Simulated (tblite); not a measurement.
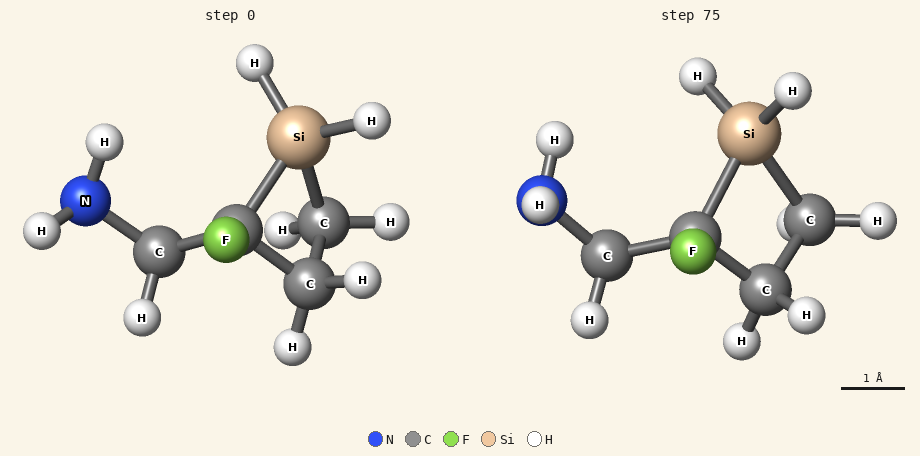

The structure of C₄H₁₀FNSi before (left) and after (right) a relaxation, at one scale.

Style: ball-and-stick. Shown at a tilt.

These are results of tblite, GFN2-xTB geometry optimisation, gas phase, not measurements. 

> Summarise the run.

An H atom moves most after the best rigid fit: 1.02 Å. By element the largest moves are H 1.02 Å, C 0.44 Å, N 0.31 Å, F 0.23 Å, Si 0.22 Å. Near-neighbour distances that change, for instance: C–Si 1.836 → 1.936 Å, C–Si 1.847 → 1.912 Å, C–C 1.471 → 1.530 Å, C–H 1.127 → 1.089 Å. Bond angles that change, for instance: C–C–C 90.8° → 99.7°, C–Si–H 109.7° → 117.1°, C–C–H 115.7° → 108.4°. Groups turn about C–N by about 45°, C–Si by about 25°, C–C by about 25°. Over 75 geometry steps the energy falls by 95.0 kJ/mol. The run took 1.5 s on 1 thread of Intel(R) Xeon(R) Processor @ 2.50GHz, on a shared host.
